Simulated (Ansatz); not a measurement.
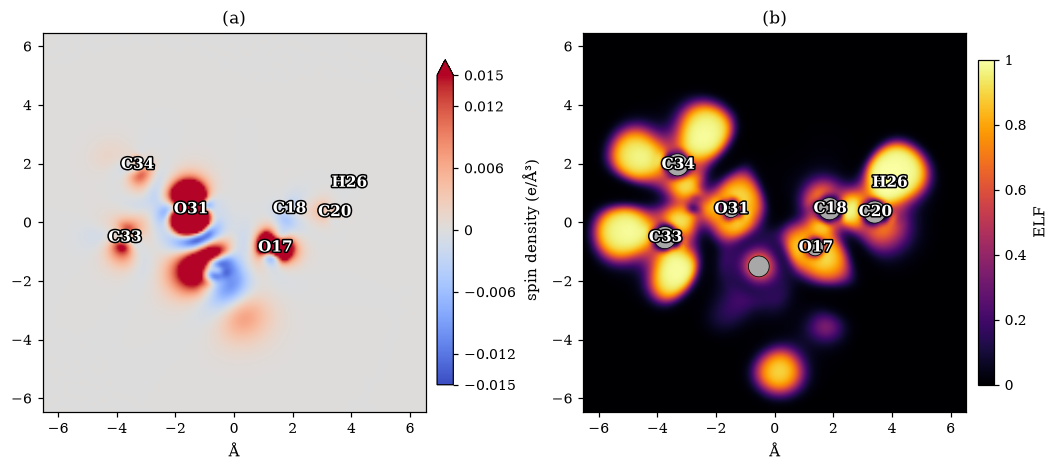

*C$_{12}$H$_{28}$O$_{3}$Sn (SnH(OtBu)3) (charge −1, doublet). (a) spin density (α minus β); (b) electron localisation function on the plane of atoms O17, C18 and C20. Grey discs cover the atomic cores in the ELF map.*

Geometry: PBE-D4/def2-SVP; core potentials replace the inner electrons of Sn.

Computed with UKS PBE0-D4/def2-TZVP in Ansatz.

```yaml
atoms:
  - { symbol: Sn, position_ang: [-0.0873, -0.0059, 1.7294] }
  - { symbol: H, position_ang: [0.5526, 1.1045, 3.1552] }
  - { symbol: O, position_ang: [1.7624, -0.1634, 0.7355] }
  - { symbol: C, position_ang: [2.5452, 0.8791, 0.1967] }
  - { symbol: C, position_ang: [2.6121, 2.1078, 1.1287] }
  - { symbol: C, position_ang: [3.9626, 0.3002, 0.0062] }
  - { symbol: C, position_ang: [1.9673, 1.3234, -1.1649] }
  - { symbol: H, position_ang: [3.2942, 2.8869, 0.7243] }
  - { symbol: H, position_ang: [1.6029, 2.5536, 1.2441] }
  - { symbol: H, position_ang: [2.9692, 1.8105, 2.1358] }
  - { symbol: H, position_ang: [4.3667, -0.0263, 0.9867] }
  - { symbol: H, position_ang: [4.6623, 1.0394, -0.4406] }
  - { symbol: H, position_ang: [3.9170, -0.5899, -0.6545] }
  - { symbol: H, position_ang: [0.9403, 1.7060, -1.0038] }
  - { symbol: H, position_ang: [1.9110, 0.4595, -1.8584] }
  - { symbol: H, position_ang: [2.5811, 2.1196, -1.6408] }
  - { symbol: O, position_ang: [-0.9209, 1.6687, 0.7826] }
  - { symbol: C, position_ang: [-2.1279, 1.7248, 0.0557] }
  - { symbol: C, position_ang: [-3.2482, 0.9272, 0.7606] }
  - { symbol: C, position_ang: [-2.5180, 3.2166, -0.0082] }
  - { symbol: C, position_ang: [-1.9387, 1.1675, -1.3724] }
  - { symbol: H, position_ang: [-4.2221, 1.0278, 0.2335] }
  - { symbol: H, position_ang: [-2.9708, -0.1478, 0.7847] }
  - { symbol: H, position_ang: [-3.3768, 1.2946, 1.8007] }
  - { symbol: H, position_ang: [-2.6528, 3.6134, 1.0192] }
  - { symbol: H, position_ang: [-3.4569, 3.3777, -0.5811] }
  - { symbol: H, position_ang: [-1.7038, 3.7956, -0.4909] }
  - { symbol: H, position_ang: [-1.6162, 0.1101, -1.2923] }
  - { symbol: H, position_ang: [-1.1549, 1.7427, -1.9074] }
  - { symbol: H, position_ang: [-2.8773, 1.2203, -1.9674] }
  - { symbol: O, position_ang: [-1.0842, -1.4542, 0.3641] }
  - { symbol: C, position_ang: [-0.5005, -2.6516, -0.0787] }
  - { symbol: C, position_ang: [0.4254, -3.2838, 0.9891] }
  - { symbol: C, position_ang: [-1.6565, -3.6285, -0.3892] }
  - { symbol: C, position_ang: [0.3314, -2.3915, -1.3567] }
  - { symbol: H, position_ang: [0.8267, -4.2665, 0.6555] }
  - { symbol: H, position_ang: [1.2845, -2.6076, 1.1828] }
  - { symbol: H, position_ang: [-0.1331, -3.4362, 1.9369] }
  - { symbol: H, position_ang: [-2.2495, -3.8097, 0.5314] }
  - { symbol: H, position_ang: [-1.2915, -4.6048, -0.7786] }
  - { symbol: H, position_ang: [-2.3330, -3.1770, -1.1441] }
  - { symbol: H, position_ang: [1.1282, -1.6639, -1.1047] }
  - { symbol: H, position_ang: [-0.3140, -1.9485, -2.1440] }
  - { symbol: H, position_ang: [0.7923, -3.3206, -1.7607] }
```

Q: What does the map show?

A:
- The plane passes through O, C and H nuclei.
- C–O (1.41 Å): the ELF peaks at about 0.85 between the atoms; a polar covalent bond.
- C–C (1.54 Å): the ELF peaks at about 1 between the atoms; localised, covalent bonding.
- C–H (1.11 Å): the ELF climbs to about 1 towards the hydrogen, as it does in any bond to H: a covalent bond by its length.
- The ELF also peaks beside O17 and O31, away from the bonds: non-bonding electrons, paired or unpaired.
- The unpaired spin (1 electron) lies mostly on Sn1 (about 0.4), H2 (about 0.3) and O31 (about 0.2), in electrons by Hirshfeld's partition.
